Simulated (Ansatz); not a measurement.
**C2H2Si: density, localisation and related maps**

The calculation's input:

```
crystal:
  periodic: [false, false, false]
  atoms:
    - {symbol: C, position_ang: [-0.265207, 0.434621, -2.973914]}
    - {symbol: C, position_ang: [-1.078969, 0.416664, -1.904319]}
    - {symbol: Si, position_ang: [0.592904, -0.221499, -1.487560]}
    - {symbol: H, position_ang: [-0.361956, 0.734147, -4.014968]}
    - {symbol: H, position_ang: [-2.112792, 0.695495, -1.713709]}
basis:
  gaussian:
    orbitals: def2-TZVPD
output: {forces: true, orbitals: {seedname: orbitals}}
hamiltonian:
  xc: {name: PBE0}
```

Command:

```sh
ansatz run input.yaml --threads 1 --pin off --max-ram 2610MiB --events-out events.jsonl --progress --plain --runs-dir runs
```

Geometry: B3LYP/6-31G*.

These are results of isolated molecule in a Gaussian basis; Kohn-Sham density functional theory, functional PBE0 in Ansatz, not measurements.

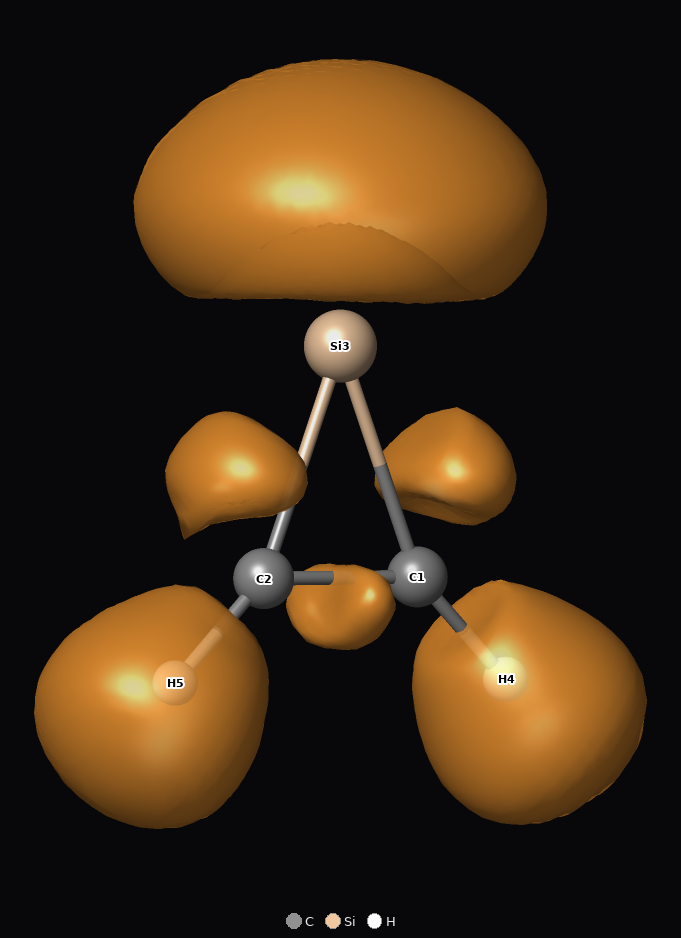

Figure 1. Isosurface of the ELF at 0.85 (orange), seen at a tilt. Core shells and regions of very low density are left out.

Where are the electrons localised?

The ELF exceeds this value in one region between bonded C–C atoms (shared pairs), two regions between bonded C–Si atoms (shared pairs), two regions around hydrogen nuclei and one lobe on Si, pointing away from the bonds (lone pairs). Profiles from the grid: C–C (1.34 Å): the ELF peaks at about 0.90 between the atoms: a multiple bond. C–Si (1.84 Å): the ELF peaks at about 0.80 between the atoms (a covalent bond).

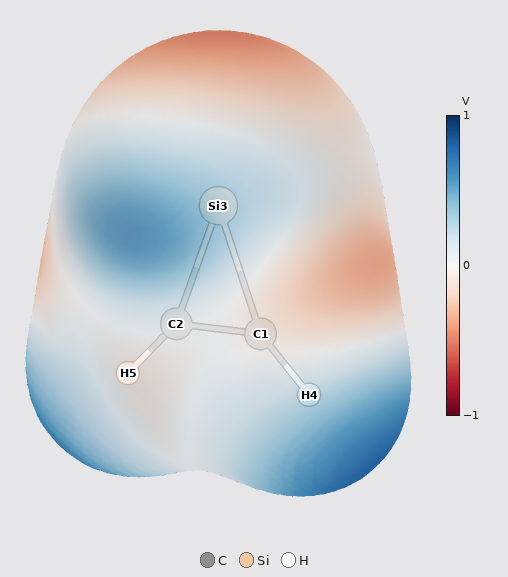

Figure 2. The molecular electrostatic potential painted on the density surface at 0.001 e/bohr³, seen at a tilt; red is negative and blue positive.

Describe the electrostatic potential map.

The most negative region (about −0.5 V) lies over C2 and Si3, the most positive (about +0.8 V) over H4 and H5.

How polar is the molecule by this calculation?

Its dipole moment is 1.07 D.

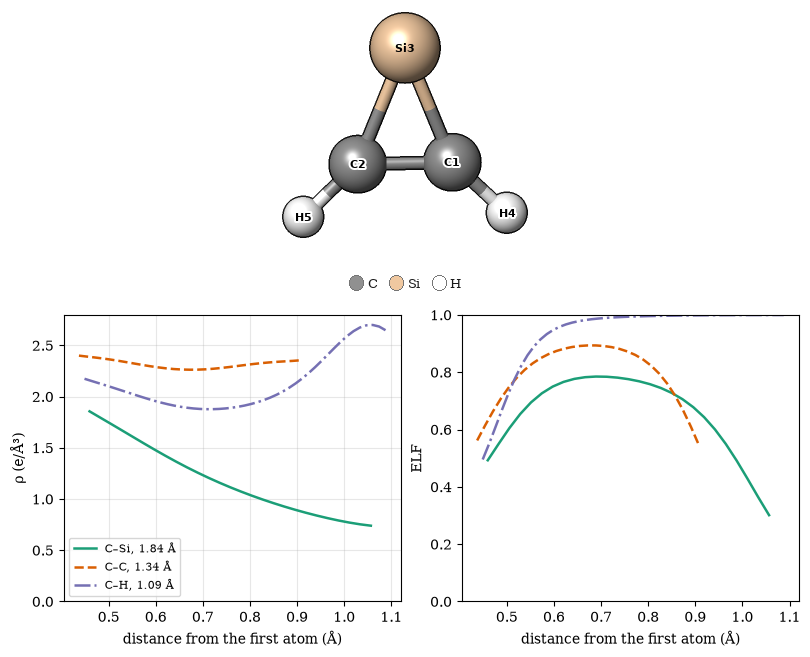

Figure 3. Electron density and electron localisation function along straight lines between neighbouring atoms. The curves leave out the atomic cores. The structure is drawn too.

What can be read from the curves?

C–Si (1.84 Å): ρ at the midpoint is about 0.87 e/Å³; the ELF peaks at about 0.80 between the atoms, as expected for a covalent bond.
C–C (1.34 Å): the density is about 2.3 e/Å³ at the midpoint; the ELF peaks at about 0.90 between the atoms; a multiple bond.
C–H (1.09 Å): ρ at the midpoint is about 2 e/Å³; the ELF climbs to about 1 towards the hydrogen, as it does in any bond to H: an ordinary covalent bond to hydrogen.
